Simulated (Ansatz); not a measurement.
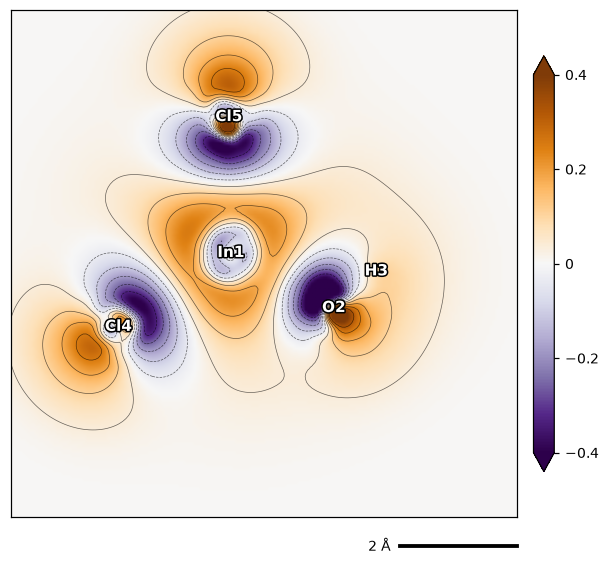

Cl2HInO···HCl. The LUMO on the plane of atoms O2, In1 and Cl5 (values in Å⁻³ᐟ²; the overall sign is arbitrary).

Core potentials replace the inner electrons of In; not at a stationary point (largest force 1.2 eV/Å).

The calculation used RKS PBE0-D4/def2-SVP (Ansatz 0.2.0).

```json
{"atom": "In", "x (Å)": "-0.0427", "y (Å)": "-0.2381", "z (Å)": "-0.0347"}
{"atom": "O", "x (Å)": "0.0101", "y (Å)": "-0.2146", "z (Å)": "1.9586"}
{"atom": "H", "x (Å)": "-0.8790", "y (Å)": "-0.2877", "z (Å)": "2.3301"}
{"atom": "Cl", "x (Å)": "1.9525", "y (Å)": "-0.4321", "z (Å)": "-1.1922"}
{"atom": "Cl", "x (Å)": "-2.1023", "y (Å)": "-0.2192", "z (Å)": "-1.1170"}
{"atom": "Cl", "x (Å)": "0.5186", "y (Å)": "3.0380", "z (Å)": "1.4296"}
{"atom": "H", "x (Å)": "0.5203", "y (Å)": "1.9186", "z (Å)": "2.1587"}
```

Where does this orbital lie, and at what energy?

Answer. Its weight (Hirshfeld) is mainly on In1 (about 50 %), Cl5 (about 20 %), Cl4 (about 20 %) and O2 (about 10 %). Its energy is −2.67 eV.
